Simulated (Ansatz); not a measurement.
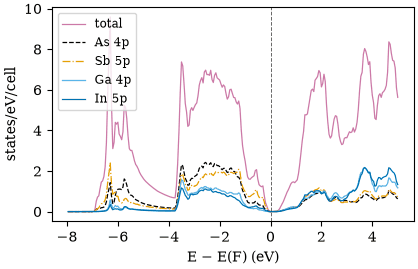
Figure. Total and projected density of states of InGaSbAs in space group Pmm2 (No. 25; Pearson symbol oP8), PBEsol in the plane-wave PAW code Ansatz

Which orbitals carry the states next to the Fermi level?

Within 0.5 eV of the Fermi level: Sb 5p 49 %, As 4p 22 %, In 5p 12 %, Ga 4p 7 %. Projections are on Löwdin-orthogonalised atomic valence shells; empty p or d shells of many metals are not among them.

Where is the tallest occupied peak in this window, and what makes it?

Near -6.3 eV, about 9.6 states/eV per cell; the largest projected share is Ga 4s.

The start of the workflow was typed in or built on a structure type; neither database checked (COD, Materials Project) lists it. Whether it is the stable phase at ambient conditions was not checked. The PBEsol relaxation kept the symmetry of its start; its stability against distortions is not shown here. Spin–orbit coupling is left out wherever it is not named.

Potentials: the earlier of the program's two PAW sets. The files were generated under PBE; for other functionals the program regenerates the frozen cores, and for LDA and PBEsol the local potential too.
